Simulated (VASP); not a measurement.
Consider the following.

```
CELL_PARAMETERS angstrom
      4.02635     0.00000     0.00000
      0.00000     4.02635     0.00000
      0.00000     0.00000     4.02635
ATOMIC_POSITIONS crystal
  Pd 0.00000 0.00000 0.00000
  Au 0.50000 0.50000 0.00000
  Au 0.50000 0.00000 0.50000
  Au 0.00000 0.50000 0.50000
```

Method: PBEsol GGA, VASP's PBE PAW potentials (set 64) (plane waves; VASP 6.6.1). Numerical set-up: 400 eV cut-off, 9×9×9 Γ-centred mesh, tetrahedra with Blöchl corrections, potentials Pd Au.

Unless said otherwise, spin-orbit coupling is left out, though it shifts the bands of the heavy elements here.

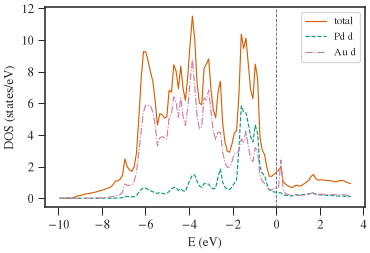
Fig. 1. Total and projected density of states, zero at the Fermi level

Within 2 eV below the Fermi level the largest weight inside VASP's projection spheres is Pd d, then Au d.

It has no gap at this level: it comes out as a metal or semimetal.

The structure was generated: Au3Pd was put into an ordered model structure (Pm-3m), which need not be its known phase. It was relaxed first. The electron count is odd and the run is not spin-polarised, which forces a metal.
